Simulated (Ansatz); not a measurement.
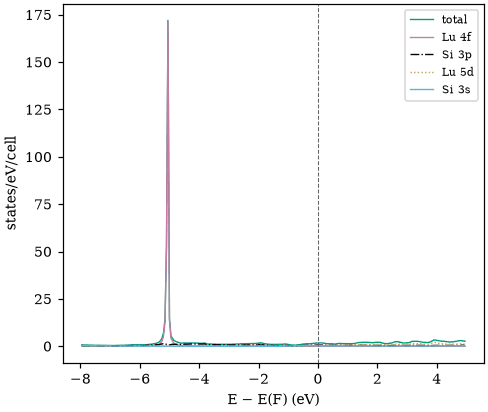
*Total and projected density of states of LuSi$_{2}$ in space group P6/mmm (No. 191; Lu on 1a, Si on 2d), PBEsol (plane waves, PAW; program Ansatz)*

Problem. Which orbitals carry the states next to the Fermi level?

Solution. Within 0.5 eV of the Fermi level: Si 3p 37 %, Lu 5d 32 %, Si 3s 19 %, outside the projected shells 7 %. Projections are on Löwdin-orthogonalised atomic valence shells; empty p or d shells of many metals are not among them.

Problem. Where is the tallest occupied peak in this window, and what makes it?

Solution. Near -5.0 eV, about 170 states/eV per cell; the largest projected share is Lu 4f.

The workflow started from an entry of the Crystallography Open Database (COD). Its standing as an ambient phase is unchecked. The PBEsol relaxation kept the symmetry of its start. At this level the phase is mechanically unstable. Scalar-relativistic: spin–orbit coupling is off unless named, which matters more the heavier the elements.

Potentials: the later of the program's two PAW sets.
